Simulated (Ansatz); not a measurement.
# C2H6Ga (SMILES C[Ga]C) at UHF/3-21G

What is the energy change on altering one bond length of C2H6Ga at UHF/3-21G? 

The results are computed with Ansatz 0.2.0.

70 further runs of the same task are left out: 1 that didn't finish, 69 set aside as unsound or not needed.

### 1 The molecule

C2H6Ga: 9 atoms, total charge 0, spin state doublet. As SMILES, `C[Ga]C`. The shape is that of a PBE0-D4/def2-TZVP optimisation.

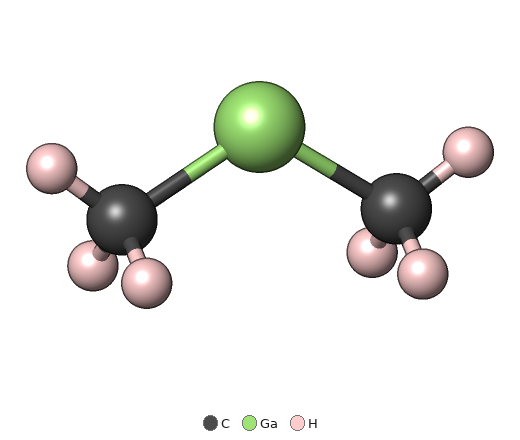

The structure, seen from a chosen angle (carbon dark grey, gallium green, hydrogen pink).

### 2 A single-point energy at UHF/3-21G

File molecule.yaml:

```yaml
crystal:
  periodic: [false, false, false]
  atoms:
    - {symbol: C, position_ang: [-1.246620, 1.163020, 0.175280]}
    - {symbol: Ga, position_ang: [0.456630, 0.385560, 0.873010]}
    - {symbol: C, position_ang: [1.273950, -1.139610, -0.126050]}
    - {symbol: H, position_ang: [-2.014290, 0.382510, 0.177460]}
    - {symbol: H, position_ang: [-1.092470, 1.479700, -0.861100]}
    - {symbol: H, position_ang: [-1.602690, 2.011340, 0.758180]}
    - {symbol: H, position_ang: [2.201980, -1.496820, 0.318200]}
    - {symbol: H, position_ang: [1.469380, -0.822030, -1.155250]}
    - {symbol: H, position_ang: [0.554120, -1.963680, -0.159730]}
basis:
  gaussian:
    orbitals: 3-21G-spherical.json
magnetization:
  spin_polarized: true
  initial_magnetization: 1
hamiltonian:
  xc: hf
accuracy: high
output:
  orbitals: {seedname: orbitals}
```

The basis set 3-21G is read from a file made from the Basis Set Exchange's data (not shown).

Launch:

```sh
ansatz run molecule.yaml --threads 1 --pin off --max-ram 3480MiB --events-out events.jsonl --progress --plain --runs-dir runs
```

The log of the run:

```text
Warning: RAYON_NUM_THREADS=1 ignored (pool sized by the plan → 1); use --threads N
Functional definition: HF
  name "HF"
  exchange = exact_x
  correlation = 0
1076 factors; integrals over basis functions are off by at most 4.6e-9 eV
mean field evaluation 1: about -54219.4328 eV, gradient 1.9e1 eV
mean field evaluation 2: about -54219.5781 eV, gradient 1.9e1 eV
mean field evaluation 4: about -54221.7330 eV, gradient 1.8e0 eV
mean field evaluation 8: about -54221.7983 eV, gradient 2.4e-1 eV
mean field evaluation 16: about -54221.8003 eV, gradient 2.3e-6 eV
mean field -54221.80025331 eV, -1992.6144064530 hartree, gradient 6.9e-8 eV, S^2 0.753286; 0 other end points of the search recorded, 0 dependent functions left out
reference -54221.80025331 eV, -1992.6144064530 hartree; 25, 24 occupied and 27, 28 virtual orbitals, 1076 factors
Total energy: -54221.80025331 eV, -1992.6144064530 hartree
```

Run time: 0.91 s. Hardware: 1 thread of Arm Neoverse V2, shared host; peak memory 0.14 GiB.

### 3 The distorted shape, same level

File in.yaml:

```yaml
crystal:
  periodic: [false, false, false]
  atoms:
    - {symbol: C, position_ang: [-2.360274, 1.591679, -0.357829]}
    - {symbol: Ga, position_ang: [-0.657024, 0.814219, 0.339901]}
    - {symbol: C, position_ang: [0.160296, -0.710951, -0.659159]}
    - {symbol: H, position_ang: [-3.127944, 0.811169, -0.355649]}
    - {symbol: H, position_ang: [-2.206124, 1.908359, -1.394209]}
    - {symbol: H, position_ang: [-2.716344, 2.439999, 0.225071]}
    - {symbol: H, position_ang: [2.201980, -1.496820, 0.318200]}
    - {symbol: H, position_ang: [0.355726, -0.393371, -1.688359]}
    - {symbol: H, position_ang: [-0.559534, -1.535021, -0.692839]}
basis:
  gaussian:
    orbitals: 3-21G-spherical.json
magnetization:
  spin_polarized: true
  initial_magnetization: 1
hamiltonian:
  xc: hf
accuracy: high
output: {orbitals: {seedname: orbitals}}
```

The basis set 3-21G is read from a file made from the Basis Set Exchange's data (not shown).

Launch:

```sh
ansatz run in.yaml --threads 1 --pin off --max-ram 3480MiB --events-out events.jsonl --progress --plain --runs-dir runs
```

The log of the run:

```text
Warning: RAYON_NUM_THREADS=1 ignored (pool sized by the plan → 1); use --threads N
[... 4 set-up lines as earlier in the session ...]
1075 factors; integrals over basis functions are off by at most 7.4e-9 eV
mean field evaluation 1: about -54211.7848 eV, gradient 1.9e1 eV
mean field evaluation 2: about -54211.9720 eV, gradient 2.0e1 eV
mean field evaluation 4: about -54214.9167 eV, gradient 3.4e0 eV
mean field evaluation 8: about -54215.9451 eV, gradient 1.8e0 eV
mean field evaluation 16: about -54217.4669 eV, gradient 2.7e-1 eV
mean field evaluation 32: about -54217.6873 eV, gradient 9.8e-1 eV
mean field evaluation 64: about -54215.5630 eV, gradient 1.0e1 eV
mean field evaluation 96: about -54215.4635 eV, gradient 7.0e-1 eV
mean field -54218.01643313 eV, -1992.4753536262 hartree, gradient 2.9e-8 eV, S^2 1.658780; 3 other end points of the search recorded, 0 dependent functions left out
reference -54218.01643313 eV, -1992.4753536262 hartree; 25, 24 occupied and 27, 28 virtual orbitals, 1075 factors
Total energy: -54218.01643313 eV, -1992.4753536262 hartree
```

It took 2.6 s on 1 thread of Arm Neoverse V2, shared host; peak memory 0.18 GiB.

### 4 Outcome

At UHF/3-21G:

```
                                                         quantity           value
                                        first shape: total energy  -1992.61441 Eh
                  first shape: HOMO energy (highest over α and β)        -7.10 eV
                   first shape: LUMO energy (lowest over α and β)         1.44 eV
                                                first shape: ⟨S²⟩           0.753
                                    distorted shape: total energy  -1992.47535 Eh
              distorted shape: HOMO energy (highest over α and β)        -7.20 eV
               distorted shape: LUMO energy (lowest over α and β)         1.36 eV
                                            distorted shape: ⟨S²⟩           1.659
energy change with the C3–H7 bond stretched from 1.089 to 2.396 Å        3.784 eV
```

With the C3–H7 bond stretched from 1.089 to 2.396 Å the energy rises by 3.78 eV (87 kcal/mol). The first shape isn't relaxed at this level, so the change isn't measured from a minimum. ⟨S²⟩ (distorted shape) is 1.66 where a pure doublet has 0.75: the reference is spin-contaminated.
